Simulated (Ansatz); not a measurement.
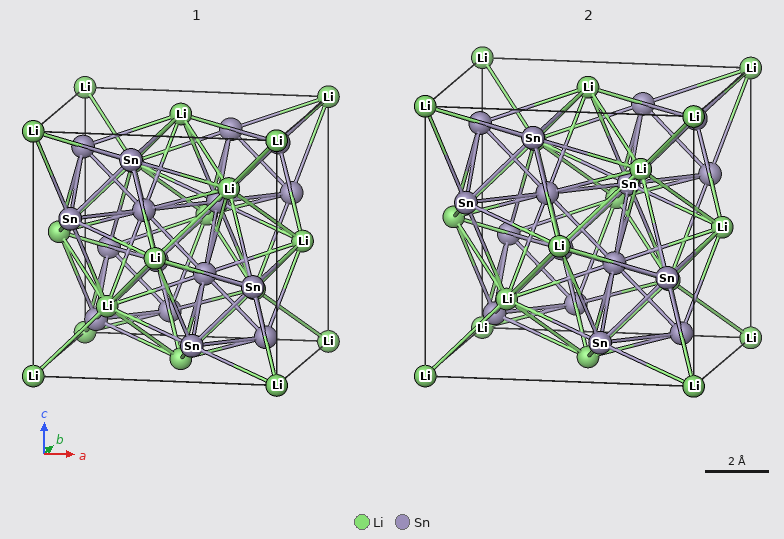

Two geometries of a crystal of LiSn2 (built on the cubic Laves (C15)_227 type) (coarse preliminary run), drawn at one scale. One is the start of a relaxation, the other its converged end. The picture is a ball-and-stick view of the conventional cell (4 times the calculation's cell), seen slightly off an axis. Lengths and directions refer to the drawn axes.

All numbers below come from Ansatz 0.2.0, DFT PBE, scalar-relativistic, plane waves, PAW. (plane-wave cutoff 420 eV; k-point mesh 4 × 4 × 4; occupations gaussian; smearing width 0.1 eV; no spin polarisation; cell and atoms relaxed; force threshold 0.04 eV/Å; at most 70 steps)

Question: Which one is relaxed?

Answer: Structure 2 is the relaxed one. Case: cubic Laves (C15) type (Fd-3m, No. 227). No atom moves by more than 0.005 Å relative to the cell. The volume changes by +34.1 %, with a = b = c 8.005 → 8.826 Å (+10.3 %). Some distances before and after: Li–Li 3.466 → 3.822 Å, Li–Sn 3.319 → 3.659 Å, Sn–Sn 2.830 → 3.121 Å. The space group stays Fd-3m (No. 227). Over 3 accepted moves (4 points after the start) the energy falls by 1.750 eV per cell of the calculation. All forces vanish by symmetry, so only the cell relaxes. The pressure goes from 17.51 to −0.13 GPa. At 1 point the geometry stayed and the basis and grid were re-selected for the new cell (energy shift of 11.6 meV per cell of the calculation at most each time).
